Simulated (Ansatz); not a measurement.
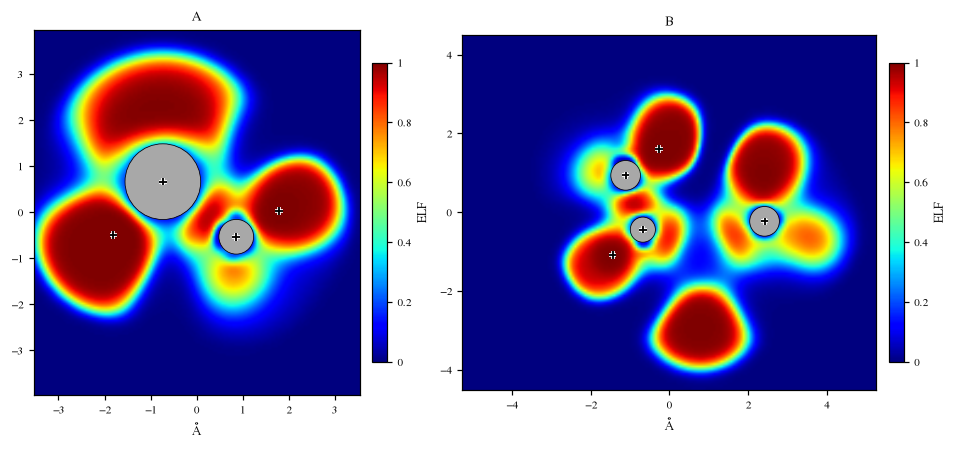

The electron localisation function of 2 systems, each on a plane through atoms (crosses mark nuclei in the plane; grey discs cover the cores).

The calculation used RHF/def2-SVP (Ansatz).

System 1: CH₄Ge···HCl, the plane of atoms H4, Ge1 and C5. Not at a stationary point (largest force 1.4 eV/Å).

```xyz
8

Ge    0.0042    0.1134   -0.8188
Cl    1.8382   -0.1034    2.0581
H     2.1980    0.2601    0.8400
H    -1.1530    1.0156   -0.2352
C    -1.0224   -1.5928   -0.7770
H    -1.5248   -1.7574    0.1777
H    -1.8006   -1.5249   -1.5459
H    -0.3950   -2.4508   -1.0099
```

System 2: C₂H₉GeN···H₂, the plane of atoms C8, N7 and H12. 

```xyz
15

Ge   -1.0614    0.4743   -0.7920
H     3.1359   -1.6409   -0.9596
H    -0.9122    0.5123   -2.3208
H    -2.0829    1.5567   -0.3719
C    -1.6815   -1.2744   -0.1722
H     2.5742   -1.1736   -0.7973
N     0.6115    0.8158   -0.1156
C     0.8586    1.0130    1.2962
H    -1.7807   -1.2915    0.9147
H    -0.9753   -2.0523   -0.4666
H    -2.6577   -1.5063   -0.6030
H     1.1740    1.4178   -0.6864
H     0.5214    1.9851    1.6785
H     0.3512    0.2421    1.8792
H     1.9248    0.9221    1.5169
```

### Match each panel to its system.

Panel A is system 1, CH₄Ge···HCl: the plane holds Ge, H and C. C–Ge (1.99 Å): the ELF peaks at about 0.95 in the valence shell of C, 0.7 Å from its nucleus, and is about 0.75 at the midpoint. Panel B is system 2, C₂H₉GeN···H₂: the plane holds C, N and H. C–N (1.45 Å): the ELF peaks at about 0.95 between the atoms: localised, covalent bonding.
